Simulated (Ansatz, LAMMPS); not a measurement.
# Localised basis functions on liquid (Cs,K,Li)F at 1400 K (82 atoms)

Wanted: errors and times of a linear-scaling basis for liquid (Cs,K,Li)F at 1400 K (82 atoms). A setting counts as converged where the r.m.s. difference of forces stays under 1 % of the r.m.s. force.

Program: Ansatz 0.2.0. Level of theory: Kohn-Sham DFT, PBE, PAW (set soft_2), plane waves. Results are calculated unless marked as measured.

**1. Starting point**

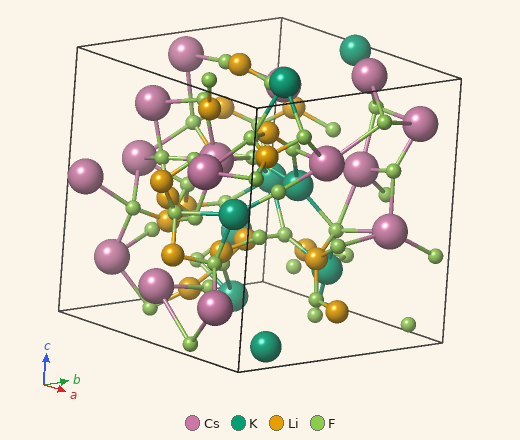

The starting structure, seen slightly off an axis (caesium pink, potassium teal, lithium orange, fluorine green). Bonds to atoms that aren't drawn are left out. Some periodic images of atoms are drawn too.

The cell holds 82 atoms: 15 Cs, 8 K, 18 Li and 41 F. Cell: a = 12.956 Å, b = 12.956 Å, c = 12.956 Å, α = 90.0°, β = 90.0°, γ = 90.0°. 82 atoms (15 Cs, 8 K, 18 Li, 41 F) placed at random at 2.45 g/cm³, melted at 1800 K for 10 ps at fixed volume with the Lennard-Jones and Coulomb ion parameters for SPC/E (Joung and Cheatham, J. Phys. Chem. B 112, 9020 (2008)), full charges. Snapshot at the end of a hold of 20 ps at 1400 K and fixed volume.

Limits known from the start: The starting topology of bonds comes from the classical model, and needn't be the one that DFT or experiment would give. The ion parameters were fitted for water, not for melts, so the starting structure of this cell may lie well off the real melt's. The Brillouin zone is sampled at Γ only, in a cell whose shortest periodic width is 13 Å. Spin–orbit coupling is left out, which matters for the levels of the heavy elements.

**2. The classical run that made the cell**

A classical potential makes the cell, at a small fraction of what the same run would cost in DFT.

This step: classical MD, Lennard-Jones and Coulomb ion parameters for SPC/E (Joung and Cheatham, J. Phys. Chem. B 112, 9020 (2008)), full charges (LAMMPS 22 Jul 2025 - Update 4).

File in.lmp:

```
# melt-quench of Cs15K8Li18F41
units metal
atom_style charge
boundary p p p
region box block 0 12.9563 0 12.9563 0 12.9563
create_box 4 box
mass 1 132.9055   # Cs
mass 2 39.0983   # K
mass 3 6.9400   # Li
mass 4 18.9984   # F
create_atoms 1 random 15 886784 NULL overlap 2.15 maxtry 2000
create_atoms 2 random 8 886791 NULL overlap 2.15 maxtry 2000
create_atoms 3 random 18 886798 NULL overlap 2.15 maxtry 2000
create_atoms 4 random 41 886805 NULL overlap 2.15 maxtry 2000
pair_style lj/cut/coul/long 9.0
pair_modify mix arithmetic tail yes
pair_coeff 1 1 0.003897 3.6010   # Cs
pair_coeff 2 2 0.018634 2.8384   # K
pair_coeff 3 3 0.014602 1.4094   # Li
pair_coeff 4 4 0.000321 4.0215   # F
set type 1 charge 1
set type 2 charge 1
set type 3 charge 1
set type 4 charge -1
kspace_style pppm 1.0e-4
neigh_modify delay 0 every 1 check yes
thermo_style custom step time temp pe press density
thermo_modify norm yes
timestep 0.002
thermo 100
min_style cg
minimize 1e-4 1e-4 200 2000
reset_timestep 0
velocity all create 1800 886785 mom yes dist gaussian
# [... 14 lines left out ...]
compute msd all msd com yes
thermo 2500
fix md all nvt temp 1400 1400 0.2
run 10000 post no
print "== T1400: mean square displacement over the hold $(c_msd[4]:%.2f) A^2"
unfix md
uncompute msd
write_dump all custom T1400.dump id type xs ys zs modify sort id
```

Launch:

```bash
lmp -in in.lmp -log none -nocite
```

Numbers of over 12 decimals in the logs are rounded to 6 here.

Output:

```text
LAMMPS (22 Jul 2025 - Update 4)
Created orthogonal box = (0 0 0) to (12.9563 12.9563 12.9563)
Created 15 atoms
Created 8 atoms
Created 18 atoms
Created 41 atoms
PPPM initialization ...
  G vector (1/distance) = 0.31054361
  grid = 9 9 9
  estimated relative force accuracy = 7.3941142e-05
   Step          Time           Temp          PotEng         Press         Density
         0   0              0             -0.75199082     151098.43      2.4509887
        88   0.176          0             -4.4833724     -18909.479      2.4509887
Loop time of 0.0335157 s on 1 MPI rank(s) for 88 steps with 82 atoms
Minimization stats:
  Stopping criterion = energy tolerance
  Energy initial, next-to-last, final =
    -0.751990822799712  -4.48297096515136  -4.48337235669623
  Force two-norm initial, final = 86.581493 0.66871496
  Iterations, force evaluations = 88 116
   Step          Time           Temp          PotEng         Press         Density
         0   0              1800          -4.4833724     -9654.0135      2.4509887
       500   1              1245.0066     -4.3189736     -2664.2473      2.4509887
      1000   2              1382.6703     -4.3306175      3998.1712      2.4509887
Loop time of 0.224233 s on 1 MPI rank(s) for 1000 steps with 82 atoms
   Step          Time           Temp          PotEng         Press         Density
      1000   2              1382.6703     -4.3306175      3998.1712      2.4509887
      1666   3.332          1898.3117     -4.2322016      5418.2844      2.4509887
      2499   4.998          2055.3552     -4.2086025      2452.5916      2.4509887
      3332   6.664          1921.8755     -4.2434363      1495.5245      2.4509887
      4165   8.33           1835.1605     -4.2494888     -3343.8984      2.4509887
      4998   9.996          1788.2617     -4.2050264      3620.4463      2.4509887
      5831   11.662         1951.1317     -4.2345135     -282.07958      2.4509887
[... 1 line left out ...]
Loop time of 1.13917 s on 1 MPI rank(s) for 5000 steps with 82 atoms
   Step          Time           Temp          PotEng         Press         Density
[... 5 lines left out ...]
Loop time of 0.561686 s on 1 MPI rank(s) for 2500 steps with 82 atoms
   Step          Time           Temp          PotEng         Press         Density
[... 2 lines left out ...]
     12500   25             1270.9021     -4.2944479      1501.8653      2.4509887
     15000   30             1251.9074     -4.2925742      3326.214       2.4509887
     17500   35             1483.7677     -4.3117918     -3447.1052      2.4509887
     18500   37             1290.0565     -4.2857908     -3453.209       2.4509887
Loop time of 2.23015 s on 1 MPI rank(s) for 10000 steps with 82 atoms
== T1400: mean square displacement over the hold 49.89 A^2
```

Elapsed: 4.3 s, on 1 thread of Arm Neoverse V1, shared host; peak memory 0.07 GiB.

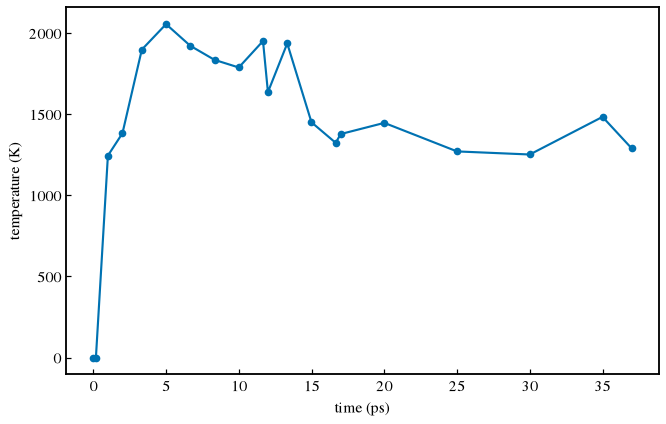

Temperature against time.

**3. Plane-wave single point**

This run is the reference for what follows, at a cutoff of 420 eV.

File input.yaml:

```yaml
crystal:
  lattice:
    - [12.9563, 0.0, 0.0]
    - [0.0, 12.9563, 0.0]
    - [0.0, 0.0, 12.9563]
  atoms:
    - { symbol: Cs, position: [0.3712, 0.13612, 0.16585] }
    - { symbol: Cs, position: [0.9223, 0.77094, 0.42912] }
    - { symbol: Cs, position: [0.4389, 0.63196, 0.8895] }
    - { symbol: Cs, position: [0.07597, 0.17556, 0.20407] }
    - { symbol: Cs, position: [0.07217, 0.02042, 0.52469] }
    - { symbol: Cs, position: [0.01439, 0.33419, 0.54612] }
    - { symbol: Cs, position: [0.41237, 0.35022, 0.62815] }
    - { symbol: Cs, position: [0.70759, 0.80126, 0.61188] }
    - { symbol: Cs, position: [0.76304, 0.07827, 0.18003] }
    - { symbol: Cs, position: [0.05241, 0.4921, 0.93037] }
    - { symbol: Cs, position: [0.75058, 0.77142, 0.9786] }
    - { symbol: Cs, position: [0.84186, 0.50817, 0.69715] }
    - { symbol: Cs, position: [0.18262, 0.22702, 0.80536] }
    - { symbol: Cs, position: [0.69059, 0.04761, 0.68119] }
    - { symbol: Cs, position: [0.91731, 0.88806, 0.82215] }
    - { symbol: K, position: [0.19412, 0.67849, 0.0266] }
    - { symbol: K, position: [0.45887, 0.95805, 0.98688] }
    - { symbol: K, position: [0.26863, 0.75884, 0.48456] }
    - { symbol: K, position: [0.60746, 0.76018, 0.2155] }
    - { symbol: K, position: [0.03155, 0.82311, 0.21996] }
    - { symbol: K, position: [0.55268, 0.63572, 0.53298] }
    - { symbol: K, position: [0.66551, 0.22895, 0.49471] }
    - { symbol: K, position: [0.74972, 0.3553, 0.99952] }
    - { symbol: Li, position: [0.49578, 0.33235, 0.3037] }
    - { symbol: Li, position: [0.3931, 0.84368, 0.2288] }
    - { symbol: Li, position: [0.03791, 0.70543, 0.70092] }
    - { symbol: Li, position: [0.53546, 0.18812, 0.86953] }
    - { symbol: Li, position: [0.82702, 0.22358, 0.75071] }
    - { symbol: Li, position: [0.38743, 0.54599, 0.30134] }
    - { symbol: Li, position: [0.05845, 0.53696, 0.35053] }
    - { symbol: Li, position: [0.26875, 0.84717, 0.73859] }
    - { symbol: Li, position: [0.93455, 0.52709, 0.15556] }
    - { symbol: Li, position: [0.18529, 0.34191, 0.34713] }
    - { symbol: Li, position: [0.74837, 0.5753, 0.30722] }
    - { symbol: Li, position: [0.54085, 0.05284, 0.3322] }
    - { symbol: Li, position: [0.46378, 0.04176, 0.59427] }
    - { symbol: Li, position: [0.31813, 0.2113, 0.48082] }
    - { symbol: Li, position: [0.26352, 0.39989, 0.10276] }
    - { symbol: Li, position: [0.19199, 0.53254, 0.58218] }
    - { symbol: Li, position: [0.4455, 0.40293, 0.99265] }
    - { symbol: Li, position: [0.62488, 0.40259, 0.7756] }
    - { symbol: F, position: [0.66709, 0.89099, 0.82804] }
    - { symbol: F, position: [0.33876, 0.33367, 0.39479] }
    - { symbol: F, position: [0.54498, 0.77418, 0.02477] }
    - { symbol: F, position: [0.61617, 0.1936, 0.30151] }
    - { symbol: F, position: [0.01367, 0.65405, 0.12474] }
    - { symbol: F, position: [0.45601, 0.1278, 0.46423] }
    - { symbol: F, position: [0.64081, 0.99571, 0.47872] }
    - { symbol: F, position: [0.41079, 0.27153, 0.86611] }
    - { symbol: F, position: [0.91684, 0.09607, 0.70178] }
    - { symbol: F, position: [0.15071, 0.19451, 0.40429] }
    - { symbol: F, position: [0.48964, 0.95732, 0.21804] }
    - { symbol: F, position: [0.6892, 0.26455, 0.78607] }
    - { symbol: F, position: [0.10942, 0.68874, 0.35963] }
    - { symbol: F, position: [0.69582, 0.71154, 0.3876] }
    - { symbol: F, position: [0.79152, 0.32529, 0.59791] }
    - { symbol: F, position: [0.87922, 0.35274, 0.8233] }
    - { symbol: F, position: [0.334, 0.60284, 0.59257] }
    - { symbol: F, position: [0.41612, 0.7128, 0.30617] }
    - { symbol: F, position: [0.56032, 0.4575, 0.35826] }
    - { symbol: F, position: [0.25111, 0.91874, 0.1249] }
    - { symbol: F, position: [0.38936, 0.93971, 0.67259] }
    - { symbol: F, position: [0.59096, 0.12563, 0.99831] }
    - { symbol: F, position: [0.62717, 0.53058, 0.70085] }
    - { symbol: F, position: [0.89846, 0.78936, 0.65045] }
    - { symbol: F, position: [0.96672, 0.66517, 0.8652] }
    - { symbol: F, position: [0.17428, 0.29245, 0.02039] }
    - { symbol: F, position: [0.78991, 0.55102, 0.16518] }
    - { symbol: F, position: [0.28695, 0.53213, 0.18778] }
    - { symbol: F, position: [0.8805, 0.93357, 0.04919] }
    - { symbol: F, position: [0.41364, 0.36009, 0.14681] }
    - { symbol: F, position: [0.12958, 0.80689, 0.64649] }
    - { symbol: F, position: [0.15217, 0.45542, 0.46457] }
    - { symbol: F, position: [0.27523, 0.77865, 0.86724] }
    - { symbol: F, position: [0.05837, 0.54569, 0.66726] }
    - { symbol: F, position: [0.55678, 0.46582, 0.9416] }
    - { symbol: F, position: [0.88049, 0.55771, 0.3871] }
    - { symbol: F, position: [0.96081, 0.9704, 0.32254] }
    - { symbol: F, position: [0.29022, 0.4753, 0.95919] }
    - { symbol: F, position: [0.51544, 0.14832, 0.67711] }
    - { symbol: F, position: [0.23267, 0.24574, 0.60781] }
    - { symbol: F, position: [0.03398, 0.40281, 0.27231] }
kpoints:
  mp_grid: { grid: [1, 1, 1] }
hamiltonian:
  xc: pbe
scf:
  occupations: { method: gaussian, width: 0.05 }
output:
  forces: true
  stress: true
  populations: intrinsic
  dos:
    method: { smearing: { sigma: 0.1 } }
    de: 0.1
    projected: { site_lists: { Cs: [Cs], F: [F], K: [K], Li: [Li] } }
  eigenvalues: true
  write_density: true
  write_potential: true
  volumetric_format: npy
```

Launch:

```bash
ansatz run input.yaml --threads 4 --pin off --max-ram 8192MiB --backend cpu --events-out ev --progress --plain --runs-dir out
```

Output:

```text
Engine: ansatz 0.2.0, aarch64-unknown-linux-gnu
Pseudopotentials: kind: paw
Pseudopotential: Cs, paw, valence charge 9, recommended cutoff 420 eV (normal), Cs.paw.azcp
Pseudopotential: K, paw, valence charge 9, recommended cutoff 420 eV (normal), K.paw.azcp
Pseudopotential: Li, paw, valence charge 3, recommended cutoff 420 eV (normal), Li.paw.azcp
Pseudopotential: F, paw, valence charge 7, recommended cutoff 420 eV (normal), F.paw.azcp
[... 5 lines on functional and potentials left out ...]
Crystal: 82 atoms, lattice volume = 2174.918 Å³
Basis set: ecut = 420 eV, 42499 PW (Γ), exchange–correlation on 180×180×180 points (8 copies of the dense FFT grid, shifted against one another)
Bands: 356, of which v1, the nominal top of the filled ones, is band 274 counted from 1 (273 counted from 0)
Symmetry: 1 space group operations
Space group: P1 (ITA 1), of the structure as read, at distance tolerance 1.3e-4 Å
k-points: 1
[... 9 lines on functional and potentials left out ...]
Initial density: superposition of atomic densities (neutral atoms: chi_scale 0, normalization atom), corrected by the library's trained network
Initial wavefunctions: pseudopotential atomic-orbital guess
Functional: x = pbe(κ = 0.804, μ = 0.219515), c = pbe(β = 0.066725)
SCF iter   1: F=—  HF=-134282.314673 eV  |F-HF|=—  |Δ(HF+E_count)|=         —  Δρ=1.67e-3  dr2=1.30e-1  ethr=1.77e-3  ⟨swp⟩=6.0  Hψ=1556  notcnv=0  defer=69
preconditioner: auto → Resta (q_TF=auto, 2.168 Å⁻¹)  ε∞=2.6  [insulator: Δε(μ)=3.472 eV  Ē_g=14.027 eV  σ=0.050 eV  W_gap=1.00  n_scr=364 (ndim 8)  ℏωp=17.7 eV  f_vac=0.280  D(μ)=0.00/eV (n_scr^D=0)  ε∞_Penn≈2.6]
SCF iter   2: F=—  HF=-134282.289599 eV  |F-HF|=—  |Δ(HF+E_count)|=   2.51e-2  Δρ=1.03e-3  dr2=3.70e-2  ethr=2.38e-5  ⟨swp⟩=2.0  Hψ=660  notcnv=0  defer=77
SCF iter   3: F=—  HF=-134282.283225 eV  |F-HF|=—  |Δ(HF+E_count)|=   6.37e-3  Δρ=4.30e-4  dr2=1.37e-2  ethr=6.76e-6  ⟨swp⟩=2.0  Hψ=529  notcnv=0  defer=77
SCF iter   4: F=—  HF=-134282.279402 eV  |F-HF|=—  |Δ(HF+E_count)|=   3.82e-3  Δρ=1.69e-4  dr2=8.58e-4  ethr=2.50e-6  ⟨swp⟩=2.0  Hψ=473  notcnv=0  defer=77
SCF iter   5: F=—  HF=-134282.279380 eV  |F-HF|=—  |Δ(HF+E_count)|=   2.13e-5  Δρ=1.43e-4  dr2=3.07e-4  ethr=1.57e-7  ⟨swp⟩=2.0  Hψ=525  notcnv=0  defer=77
SCF iter   6: F=—  HF=-134282.279320 eV  |F-HF|=—  |Δ(HF+E_count)|=   6.01e-5  Δρ=4.00e-5  dr2=2.96e-5  ethr=5.60e-8  ⟨swp⟩=2.0  Hψ=526  notcnv=0  defer=77
SCF iter   7: F=—  HF=-134282.279869 eV  |F-HF|=—  |Δ(HF+E_count)|=   5.48e-4  Δρ=1.13e-5  dr2=2.69e-6  ethr=5.40e-9  ⟨swp⟩=2.0  Hψ=626  notcnv=0  defer=77
SCF iter   8: F=—  HF=-134282.279869 eV  |F-HF|=—  |Δ(HF+E_count)|=   8.86e-7  Δρ=8.16e-6  dr2=1.04e-6  ethr=4.91e-10  ⟨swp⟩=2.0  Hψ=525  notcnv=0  defer=77
SCF iter   9: F=-134282.279869 eV  HF=-134282.279869 eV  |F-HF|=2.41e-8  |Δ(HF+E_count)|=   3.67e-8  Δρ=1.23e-6  dr2=4.32e-8  ethr=1.82e-11  ⟨swp⟩=17.0  Hψ=3390  notcnv=0
SCF 1 converged in 9 iterations: F = -134282.279869 eV  dr2 = 4.32e-8
  greatest PAW one-centre occupation: 1.000 electrons in one spin orbital (limit 2), on the Li atom at site 35 (counted from 0), in its partial waves of l = 0
WARN: The input density's exchange-correlation potential varies sharply where the density is thin. Do not read a vacuum level from v_tot or v_xc, or from such a field of the output density. On a cell that repeats whose density bears no net charge and no dipole along the vacuum's axis use v_es (v_loc + v_h of the components); [...]
SCF converged after 9 iterations
Free energy (F): -134282.279869 eV
Harris-Foulkes:  -134282.279869 eV  (|F-HF|=2.41e-8)
Internal energy: -134282.279869 eV  (E = F + TS)
E sigma→0 (E₀):  -134282.279869 eV
Fermi energy:    1.937170 eV
--- Per-component energies (eV) ---
  E_band       = -5555.028081
  E_kinetic    = 13010.893202
  E_local      = -47676.782371  (includes V_loc(G=0)·N_el)
  E_nonlocal   = 2955.643809
  E_hartree    = 18655.015932
  E_xc         = -7191.269371
  E_vxc        = -7693.983913  (∫ρ·V_xc dr)
  E_paw        = -90839.970834  (= ΣΔE_a)
  E_vpaw       = -3460.912580  (= ΣTr[D̂ρ^β])
  E_aug_tail   = 0.084353  (compensation charges beyond the density's cutoff)
  E_ewald      = -23195.894590
  E_smearing   = -0.000000  (= −TS)
  E_closure    = 0.000000  (closes the sum)
  Σ components = -134282.279869   (vs F -134282.279869, Δ=0.00e0)
--- Forces (eV/Å), atoms counted from 1 ---
  atom   1  Cs    -0.02163866     0.41533248    -0.24216635
  atom   2  Cs    -0.31592086    -0.47395701     0.32060176
  atom   3  Cs     0.02896994     0.25122841    -0.27214977
  atom   4  Cs    -0.34553380    -0.15902228    -0.25171365
  atom   5  Cs    -0.21315829     0.11011257     0.12092050
  atom   6  Cs    -0.46554659    -0.33224095     0.07570297
  atom   7  Cs     0.36207718     0.30986380     0.29540265
  atom   8  Cs    -0.50146935    -0.08035979    -0.04969149
  atom   9  Cs     0.07630678    -0.34024586    -0.23812685
  atom  10  Cs     0.10873927    -0.45216224    -0.30365021
  atom  11  Cs    -0.03669046    -0.53892139     0.35371669
  atom  12  Cs     0.03939383     0.54509384    -0.33240110
  atom  13  Cs     0.18629442    -0.02616398     0.76874700
  atom  14  Cs     0.33111399     0.36677089     0.61300133
[...]
atom  81  F      0.32053549    -0.28970784    -0.53112370
  atom  82  F      0.50834410     0.10465184    -0.19802070
  max |Σ_I F_I| component: 8.03e-5 eV/Å
--- Stress (GPa, compression-positive) ---
       -1.998336       0.215757      -0.246791
        0.215756      -2.370141       0.370017
       -0.246791       0.370017      -2.139173
  P = ⅓ Tr σ = -2.1692 GPa (-21.692 kbar)
--- Band table (eV) ---
  k-point 0: bands = ["-44.2961", "-43.9765", "-43.8245", "-43.7339", [... 340 levels ...], "8.0574", "8.1067", "8.1314", "8.2221", "8.2449", "8.2656", "8.2886", "8.3495", "8.3581", "8.3860", "8.4001", "8.4328"]
--- intrinsic populations: 82 sites ---
  site symbol       q [e]
     0     Cs      8.0484
     1     Cs      8.0528
     2     Cs      8.0525
[...]
81      F      7.8315
  spilling = 0.000000 (of n_electrons = 548.000000)
```

Run time: 36 s. Hardware: 4 threads of Arm Neoverse V1, shared host; peak memory 2.5 GiB.

In the SCF lines HF is the Harris–Foulkes energy and dr2 the Hartree energy of the density residual, in eV; the loop may stop once dr2 is under the threshold and the program's other checks hold. Hψ counts applications of the Hamiltonian.

The program notes that the exchange-correlation potential is rough where the density is thin.

The run gave:

| Item | Value |
| --- | --- |
| free energy | -134282.2799 eV |
| free energy per atom | -1637.5888 eV/atom |
| SCF cycles | 9 |
| pressure | -2.169 GPa |
| r.m.s. force component | 0.4079 eV/Å |
| longest force | 1.379 eV/Å |
| Fermi energy | 1.937 eV |
| gap (highest filled to lowest empty level) | 3.433 eV |

The r.m.s. force component of 0.41 eV/Å sets the scale for the differences below.

(Continued in part 2 of 2.)

[Logs are printed without paths, hosts, clocks, repeated set-up lines and the standing remarks that a program may print on its own settings, such as how far it seeks lower states.]

[Hosts, paths, dates, database ids (printed as entryN), source tags and the programs' standing remarks are cut or masked in the printed files.]
